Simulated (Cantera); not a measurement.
A closed system holds: 1 mol CF4, 0.23 mol HCl, 0.19 mol H2, 0.011 mol CH4, equilibrated at 27.0 Torr.

Equilibrium computed with Cantera from the NASA thermochemical tables; the gas is ideal and each condensed phase is pure. Candidate condensed phases: C, C6H6, C7H8, C8H18; 118 gas species. Gases not in the tables: C2F6 and larger saturated fluorocarbons. Rates play no part.

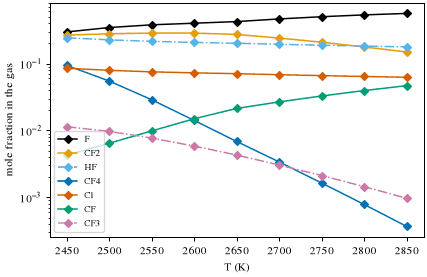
Equilibrium gas composition (values under 1e-9 drawn at 1e-9)

From 2450 K to 2600 K nothing is condensed. From 2650 K to 2850 K the condensed part is C(graphite). The main C-bearing gas is CF2 throughout.
